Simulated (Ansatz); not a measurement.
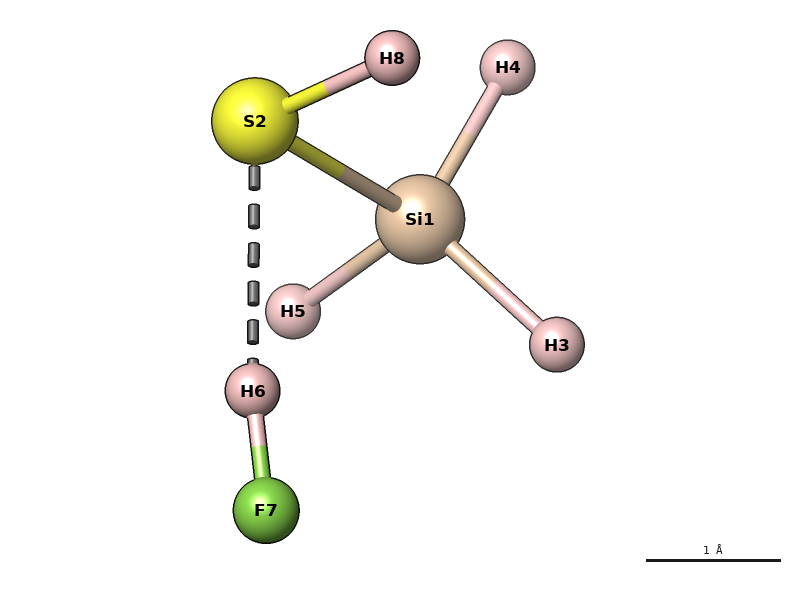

Broken lines mark hydrogen bonds. Computed geometry: PBE0-D4/def2-TZVP optimisation.

Give donor, acceptor, H···A distance and D–H···A angle of each hydrogen bond.

| D–H···A | D–H (Å) | H···A (Å) | angle (°) | kind |
| --- | --- | --- | --- | --- |
| F7–H6···S2 | 0.94 | 2.21 | 170 | intermolecular |
